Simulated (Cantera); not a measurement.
Charge: 1 mol Cu, 1.5 mol HF, 15 mol N2, at 1.00 Torr.

These are equilibrium values from Cantera (NASA tables, ideal gas, pure condensed phases), not measurements of a reactor. Candidate condensed phases: Cu, CuF2; 25 gas species. Kinetics and transport are ignored.

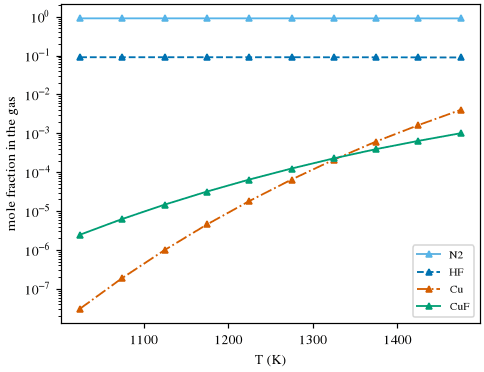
Figure. Equilibrium gas composition (values under 1e-9 drawn at 1e-9)

### Question
Read off the mole fractions at 1175 K.

### Answer
N2 about 0.91, HF about 0.091, CuF about 3.2e-5, Cu about 4.5e-6.
